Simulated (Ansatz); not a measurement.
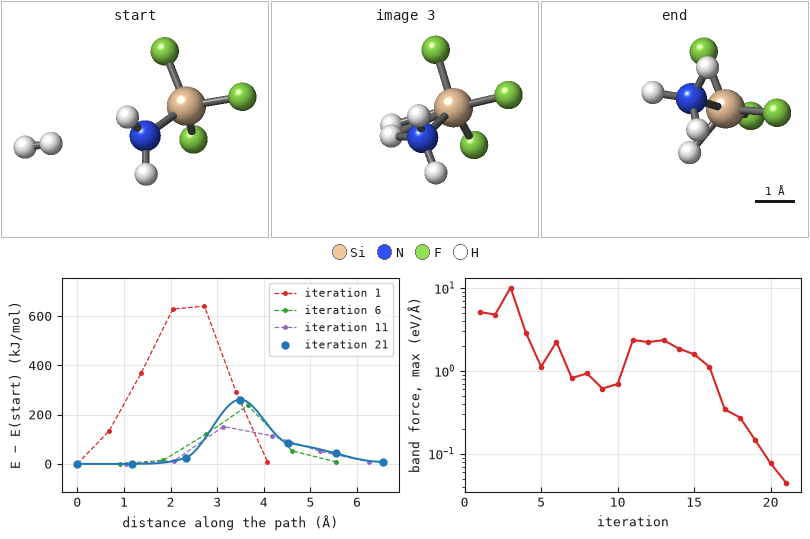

A nudged-elastic-band calculation for SiNH₄F₃, made up of SiNH2F3 and H$_{2}$. Images are numbered from 0 (start) to 6 (end). The plot follows the band through its iterations. Style: ball-and-stick. Shown from a free direction.

Method: RHF/def2-SVP (Ansatz 0.2.0).

Input file:
```yaml
crystal:
  periodic: [false, false, false]
  atoms:
    - {symbol: Si, position_ang: [-0.703427, 0.092825, -1.017082]}
    - {symbol: N, position_ang: [0.548773, 0.712476, -0.094938]}
    - {symbol: F, position_ang: [-0.347375, -1.372893, -1.465852]}
    - {symbol: F, position_ang: [-1.037825, 0.880154, -2.343236]}
    - {symbol: F, position_ang: [-2.029193, 0.096541, -0.169248]}
    - {symbol: H, position_ang: [0.754932, -1.038443, 2.154143]}
    - {symbol: H, position_ang: [0.878720, -1.441650, 2.771100]}
    - {symbol: H, position_ang: [1.512668, 0.559715, -0.337793]}
    - {symbol: H, position_ang: [0.422627, 1.511274, 0.502906]}
basis:
  gaussian: {orbitals: def2-SVP}
hamiltonian: {xc: hf}
neb:
  images: 5
  climbing: true
  max_iterations: 25
  initial_path: idpp
  final_atoms:
    - {symbol: Si, position_ang: [-0.561134, -0.745419, -0.359001]}
    - {symbol: N, position_ang: [0.714416, 0.858324, 0.455281]}
    - {symbol: F, position_ang: [-1.497765, -1.906330, -0.957143]}
    - {symbol: F, position_ang: [-0.234629, 0.023957, -1.722534]}
    - {symbol: F, position_ang: [-1.641718, -0.022801, 0.572566]}
    - {symbol: H, position_ang: [0.789563, 0.796462, 1.464606]}
    - {symbol: H, position_ang: [0.473658, -1.589703, 0.258575]}
    - {symbol: H, position_ang: [1.648326, 0.825786, 0.061597]}
    - {symbol: H, position_ang: [0.309184, 1.759723, 0.226054]}
```

Command:
```bash
ansatz run in.yaml --threads 4 --pin off --events-out ev --progress --plain --max-ram 9574MiB
```

### Did the band converge, and can the barrier be trusted?

The run is converged, with reservations. The band converged in 21 iterations. The largest component of the band force went from 5.1 to 0.045 eV/Å. The climbing image converged on the top of the path. Its curvatures weren't checked. The largest force component is 0.40 eV/Å at the start and 0.62 eV/Å at the end; an end with forces this large is no minimum, and the barrier measured from it can be far off. The first iteration put the highest image at 640.4 kJ/mol. The highest point, image 3, lies 261.3 kJ/mol above the start and 253.0 kJ/mol above the end; the end is at +8.3 kJ/mol relative to the start.

Limits of the set-up: the start holds two separate molecules, 2.9 Å apart at their closest, whose relative position is a soft coordinate and is computed without a dispersion correction; Hartree-Fock leaves out electron correlation.

Cost: 95 s on 4 threads of Intel Xeon Platinum 8259CL @ 2.50GHz (shared host).
